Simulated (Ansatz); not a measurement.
## Geometry relaxation, with input and output: InH$_{2}$OF

System: InH$_{2}$OF.
Method: RKS r2SCAN-D4/def2-SVP (Ansatz 0.2.0).

It belongs to a series of runs on one base structure; here: end point B relaxed. Figures and captions count atoms from 1; the log counts them from 0 in places.

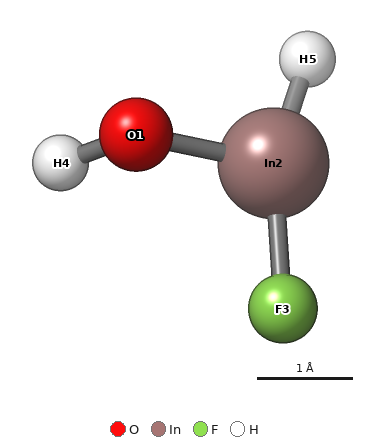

**Figure 1.** The structure as given in the input (ball-and-stick view, seen at a tilt; atoms are numbered from 1 in the order of the input). Sticks mark near contacts.

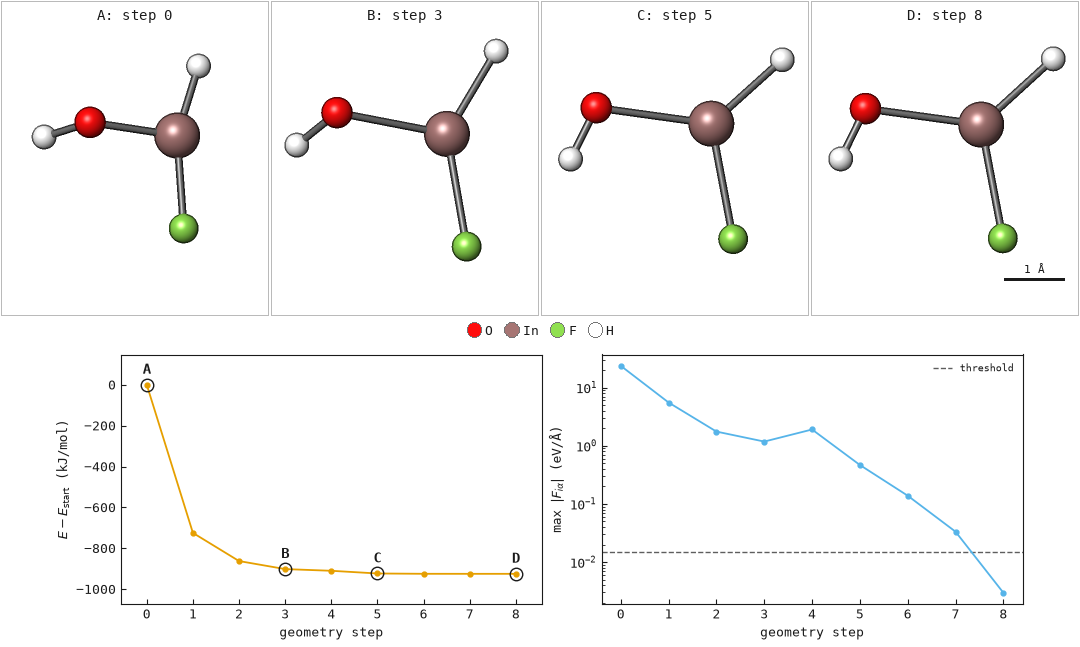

**Figure 2.** Frames of the relaxation (ball-and-stick view, seen at a tilt) above the curves, on which the letters mark them (the first geometry is step 0 here and step 1 in the log).

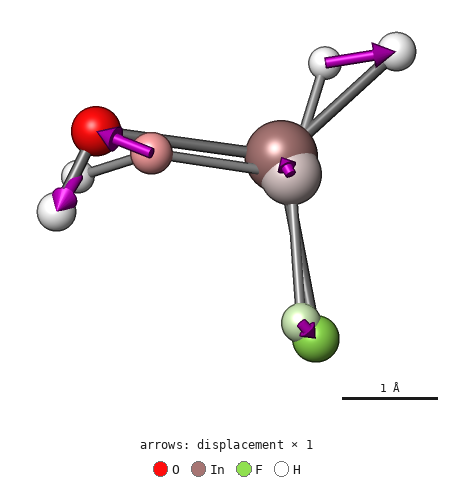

**Figure 3.** Start (faint) and end (solid) with the displacements as pink arrows, at true length (ball-and-stick view, seen at a tilt). The two geometries are laid on each other by the best rigid fit. Over 8 geometry steps the energy falls by 925.0 kJ/mol. The largest force component goes from 24 to 0.003 eV/Å. H5 moves most after the best rigid fit: 0.76 Å. By element the largest moves are H 0.76 Å, O 0.69 Å, F 0.24 Å, In 0.23 Å. Among the contacts that change: O1–In2 1.562 → 1.989 Å, In2–F3 1.585 → 1.967 Å, In2–H5 1.323 → 1.690 Å, O1–H4 0.977 → 0.969 Å. Among the angles that change: F3–In2–H5 155.2° → 122.4°, O1–In2–H5 104.4° → 130.5°, In2–O1–H4 122.3° → 109.7°. (Atoms are counted from 1 in the order of the input.)

The input that produced these results follows, with the program's output.

Input file:
```yaml
crystal:
  periodic: [false, false, false]
  atoms:
    - { symbol: O, position_ang: [-0.6556, -0.093, -0.6937] }
    - { symbol: In, position_ang: [0.5705, 0.0304, 0.2661] }
    - { symbol: F, position_ang: [0.83947, 1.58731, 0.13757] }
    - { symbol: H, position_ang: [-1.5521, 0.1974, -0.4348] }
    - { symbol: H, position_ang: [0.67361, -1.16492, 0.82451] }
basis:
  gaussian: { orbitals: def2-SVP }
hamiltonian:
  xc: r2scan
  dispersion: d4
relax:
  f_tol: 0.015
  max_steps: 40
```

Run as:
```bash
ansatz run input.yaml --threads 1 --pin off --max-ram 2048MiB --backend cpu --events-out ev --progress --plain --runs-dir out
```

The program's output:
```
The last accepted step is kept in [file] (removed where the run ends without a failure and the disk answers)
Engine: ansatz 0.2.0, x86_64-unknown-linux-gnu
Functional definition: r2SCAN
  parameter k0 = 0.174
  parameter k1 = 0.065
  parameter a1 = 4.9479
  exchange = r2scan_x(k0 = k0, k1 = k1, a1 = a1)
  correlation = r2scan_c
723 factors; their error is unknown
mean field evaluation 1: about -9948.3826 eV, gradient 7.3e1 eV
mean field evaluation 2: about -9896.2257 eV, gradient 1.7e2 eV
mean field evaluation 4: about -9956.7530 eV, gradient 1.8e1 eV
mean field evaluation 8: about -9957.2418 eV, gradient 1.2e-1 eV
mean field evaluation 16: about -9957.2201 eV, gradient 1.9e-5 eV
mean field -9957.22012992 eV, -365.9210905284 hartree, gradient 1.9e-5 eV, S^2 0.000000; 0 other end points of the search recorded, 0 dependent functions left out
the calculation of the forces begins
reference -9957.22014592 eV, -365.9210911164 hartree; 20, 20 occupied and 44, 44 virtual orbitals, 723 factors
relax step   1: F+E_penalty+E_count = -9957.23579662 eV  Δ(F+E_penalty+E_count) = +0.000e0 eV  max|allowed force component| = 2.363e1 eV/Å  Δτ_max = 0.0000 Å  (26 SCF iters, accepted)
these checks for a lower state are left out or cut short: starts, cluster_reference, orbital_swaps, neighbouring_geometries, increment
723 factors; their error is unknown
mean field -9964.73240067 eV, -366.1971613865 hartree, gradient 9.6e-6 eV, S^2 0.000000; 0 other end points of the search recorded, 0 dependent functions left out
the calculation of the forces begins
reference -9964.73241672 eV, -366.1971619762 hartree; 20, 20 occupied and 44, 44 virtual orbitals, 723 factors
relax step   2: F+E_penalty+E_count = -9964.74713968 eV  Δ(F+E_penalty+E_count) = -7.511e0 eV  max|allowed force component| = 5.531e0 eV/Å  Δτ_max = 0.1947 Å  (31 SCF iters, accepted)
these checks for a lower state are left out or cut short: starts, cluster_reference, orbital_swaps, neighbouring_geometries, increment
723 factors; their error is unknown
mean field evaluation 32: about -9966.1613 eV, gradient 2.7e-5 eV
mean field -9966.16125099 eV, -366.2496706672 hartree, gradient 2.7e-5 eV, S^2 0.000000; 0 other end points of the search recorded, 0 dependent functions left out
the calculation of the forces begins
reference -9966.16126707 eV, -366.2496712582 hartree; 20, 20 occupied and 44, 44 virtual orbitals, 723 factors
relax step   3: F+E_penalty+E_count = -9966.17553012 eV  Δ(F+E_penalty+E_count) = -1.428e0 eV  max|allowed force component| = 1.751e0 eV/Å  Δτ_max = 0.1945 Å  (33 SCF iters, accepted)
these checks for a lower state are left out or cut short: starts, cluster_reference, orbital_swaps, neighbouring_geometries, increment
723 factors; their error is unknown
mean field -9966.56889474 eV, -366.2646512987 hartree, gradient 2.4e-5 eV, S^2 0.000000; 0 other end points of the search recorded, 0 dependent functions left out
the calculation of the forces begins
reference -9966.56891074 eV, -366.2646518865 hartree; 20, 20 occupied and 44, 44 virtual orbitals, 723 factors
relax step   4: F+E_penalty+E_count = -9966.58286266 eV  Δ(F+E_penalty+E_count) = -4.073e-1 eV  max|allowed force component| = 1.179e0 eV/Å  Δτ_max = 0.1947 Å  (33 SCF iters, accepted)
these checks for a lower state are left out or cut short: starts, cluster_reference, orbital_swaps, neighbouring_geometries, increment
723 factors; their error is unknown
mean field -9966.65466442 eV, -366.2678032764 hartree, gradient 2.5e-5 eV, S^2 0.000000; 0 other end points of the search recorded, 0 dependent functions left out
the calculation of the forces begins
reference -9966.65468017 eV, -366.2678038552 hartree; 20, 20 occupied and 44, 44 virtual orbitals, 723 factors
relax step   5: F+E_penalty+E_count = -9966.66854521 eV  Δ(F+E_penalty+E_count) = -8.568e-2 eV  max|allowed force component| = 1.902e0 eV/Å  Δτ_max = 0.1995 Å  (34 SCF iters, accepted)
these checks for a lower state are left out or cut short: starts, cluster_reference, orbital_swaps, neighbouring_geometries, increment
723 factors; their error is unknown
mean field -9966.79173781 eV, -366.2728406304 hartree, gradient 2.6e-5 eV, S^2 0.000000; 0 other end points of the search recorded, 0 dependent functions left out
the calculation of the forces begins
reference -9966.79175344 eV, -366.2728412050 hartree; 20, 20 occupied and 44, 44 virtual orbitals, 723 factors
relax step   6: F+E_penalty+E_count = -9966.80559424 eV  Δ(F+E_penalty+E_count) = -1.370e-1 eV  max|allowed force component| = 4.665e-1 eV/Å  Δτ_max = 0.2000 Å  (32 SCF iters, accepted)
these checks for a lower state are left out or cut short: starts, cluster_reference, orbital_swaps, neighbouring_geometries, increment
723 factors; their error is unknown
mean field evaluation 64: about -9966.8075 eV, gradient 4.2e-6 eV
mean field -9966.80748507 eV, -366.2734193314 hartree, gradient 4.2e-6 eV, S^2 0.000000; 0 other end points of the search recorded, 0 dependent functions left out
the calculation of the forces begins
reference -9966.80750062 eV, -366.2734199029 hartree; 20, 20 occupied and 44, 44 virtual orbitals, 723 factors
relax step   7: F+E_penalty+E_count = -9966.82139295 eV  Δ(F+E_penalty+E_count) = -1.580e-2 eV  max|allowed force component| = 1.383e-1 eV/Å  Δτ_max = 0.1043 Å  (29 SCF iters, accepted)
these checks for a lower state are left out or cut short: starts, cluster_reference, orbital_swaps, neighbouring_geometries, increment
723 factors; their error is unknown
mean field -9966.80916048 eV, -366.2734809016 hartree, gradient 2.4e-5 eV, S^2 0.000000; 0 other end points of the search recorded, 0 dependent functions left out
the calculation of the forces begins
reference -9966.80917606 eV, -366.2734814741 hartree; 20, 20 occupied and 44, 44 virtual orbitals, 723 factors
relax step   8: F+E_penalty+E_count = -9966.82303907 eV  Δ(F+E_penalty+E_count) = -1.646e-3 eV  max|allowed force component| = 3.327e-2 eV/Å  Δτ_max = 0.0139 Å  (27 SCF iters, accepted)
these checks for a lower state are left out or cut short: starts, cluster_reference, orbital_swaps, neighbouring_geometries, increment
723 factors; their error is unknown
mean field -9966.80921596 eV, -366.2734829407 hartree, gradient 1.1e-5 eV, S^2 0.000000; 0 other end points of the search recorded, 0 dependent functions left out
the calculation of the forces begins
reference -9966.80923154 eV, -366.2734835131 hartree; 20, 20 occupied and 44, 44 virtual orbitals, 723 factors
relax step   9: F+E_penalty+E_count = -9966.82309765 eV  Δ(F+E_penalty+E_count) = -5.858e-5 eV  max|allowed force component| = 2.968e-3 eV/Å  Δτ_max = 0.0019 Å  (23 SCF iters, accepted)
723 factors; their error is unknown
mean field -9966.80921596 eV, -366.2734829407 hartree, gradient 1.1e-5 eV, S^2 0.000000; 1 other end points of the search recorded, 0 dependent functions left out
the calculation of the forces begins
reference -9966.80923154 eV, -366.2734835131 hartree; 20, 20 occupied and 44, 44 virtual orbitals, 723 factors
Total energy: -9966.82311322 eV, -366.2739936556 hartree
Atom 0 at    -1.303699    -0.285956    -0.642880 Å, force     0.002082    -0.000714     0.001300 eV/Å
Atom 1 at     0.429035    -0.150220     0.325065 Å, force    -0.002968    -0.000863    -0.001587 eV/Å
Atom 2 at     0.958101     1.744340     0.298983 Å, force    -0.000114     0.001523    -0.000326 eV/Å
Atom 3 at    -1.575206     0.591943    -0.950570 Å, force     0.000195     0.001158    -0.000064 eV/Å
Atom 4 at     1.367650    -1.342916     1.069082 Å, force     0.000805    -0.001104     0.000676 eV/Å
Dipole moment:     0.075556    -0.305668     0.096317 e Å
```

Trajectory as extended XYZ (Å, eV, eV/Å), 9 frames, from step=1 to step=9:
```
5
Properties=species:S:1:pos:R:3:forces:R:3 step=1 energy=-9957.23580
O    -0.6556   -0.0930   -0.6937  -23.6332  -1.5990 -16.4889
In    0.5705    0.0304    0.2661   17.3712 -10.7386  14.7985
F     0.8395    1.5873    0.1376    4.3008  22.1433  -1.7034
H    -1.5521    0.1974   -0.4348    0.2606  -0.3225  -1.2529
H     0.6736   -1.1649    0.8245    1.7006  -9.4832   4.6467
5
Properties=species:S:1:pos:R:3:forces:R:3 step=2 energy=-9964.74714
O    -0.7897   -0.1064   -0.7782   -4.7730  -0.8324  -4.0331
In    0.6547    0.0078    0.2981    3.1900  -1.1369   2.3245
F     0.9074    1.7697    0.1423    1.4114   5.5314  -0.2130
H    -1.6324    0.2045   -0.4803   -0.9421   0.3975  -0.1745
H     0.7359   -1.3185    0.9178    1.1137  -3.9595   2.0961
5
Properties=species:S:1:pos:R:3:forces:R:3 step=3 energy=-9966.17553
O    -0.8933   -0.1485   -0.8290   -1.6591  -0.4539  -1.2232
In    0.6155    0.0179    0.3425    0.3856  -0.5957   0.5764
F     0.9894    1.8547    0.1542    0.7420   1.7508   0.1187
H    -1.7166    0.2609   -0.5552   -0.2392   0.2644  -0.1869
H     0.8809   -1.4279    0.9871    0.7707  -0.9655   0.7150
5
Properties=species:S:1:pos:R:3:forces:R:3 step=4 energy=-9966.58286
O    -1.0178   -0.2285   -0.8657   -1.1790   0.4078   0.1314
In    0.5379    0.0009    0.3404    0.0164  -0.3204  -0.0218
F     1.0708    1.8742    0.2111    0.1593   0.0888   0.1909
H    -1.7765    0.3591   -0.6430    0.7271  -0.3905  -0.4032
H     1.0614   -1.4484    1.0571    0.2762   0.2142   0.1027
5
Properties=species:S:1:pos:R:3:forces:R:3 step=5 energy=-9966.66855
O    -1.1501   -0.3071   -0.8263   -1.5282   1.9019   0.3204
In    0.4758   -0.0652    0.3120    0.0655  -0.3443   0.0146
F     1.0721    1.8071    0.2756   -0.0327  -0.0474   0.0750
H    -1.7672    0.5098   -0.7667    1.5364  -1.8353  -0.2797
H     1.2452   -1.3874    1.1052   -0.0410   0.3250  -0.1303
5
Properties=species:S:1:pos:R:3:forces:R:3 step=6 energy=-9966.80559
O    -1.2669   -0.2978   -0.7217    0.0086  -0.0181   0.0718
In    0.4463   -0.1656    0.2801    0.0026   0.4665   0.0548
F     0.9730    1.7506    0.2925   -0.1116  -0.3861  -0.0154
H    -1.6127    0.5959   -0.8600   -0.0140   0.0443  -0.1122
H     1.3362   -1.3260    1.1088    0.1145  -0.1066   0.0010
5
Properties=species:S:1:pos:R:3:forces:R:3 step=7 energy=-9966.82139
O    -1.3030   -0.2750   -0.6394    0.0352  -0.0525   0.0215
In    0.4352   -0.1578    0.3285   -0.1383   0.0270  -0.0745
F     0.9495    1.7385    0.2963    0.0357   0.0478   0.0083
H    -1.5826    0.5963   -0.9598    0.0710  -0.0088   0.0467
H     1.3768   -1.3448    1.0741   -0.0035  -0.0133  -0.0020
5
Properties=species:S:1:pos:R:3:forces:R:3 step=8 energy=-9966.82304
O    -1.3048   -0.2874   -0.6428    0.0055   0.0111   0.0006
In    0.4282   -0.1490    0.3243   -0.0028  -0.0333   0.0048
F     0.9595    1.7436    0.3000    0.0031   0.0286  -0.0035
H    -1.5739    0.5914   -0.9501   -0.0099  -0.0010  -0.0051
H     1.3669   -1.3414    1.0683    0.0041  -0.0054   0.0032
5
Properties=species:S:1:pos:R:3:forces:R:3 step=9 energy=-9966.82310
O    -1.3037   -0.2860   -0.6429    0.0021  -0.0007   0.0013
In    0.4290   -0.1502    0.3251   -0.0030  -0.0009  -0.0016
F     0.9581    1.7443    0.2990   -0.0001   0.0015  -0.0003
H    -1.5752    0.5919   -0.9506    0.0002   0.0012  -0.0001
H     1.3677   -1.3429    1.0691    0.0008  -0.0011   0.0007
```

Summary:

- outcome: converged
- total energy: −9966.8231 eV
- mean-field energy: −9966.8092 eV
- largest force (length of the vector) at the end: 0.003 eV/Å
- hardware: 1 thread of an x86-64 CPU, shared host
- wall time: 29 s
- peak memory: 0.16 GiB
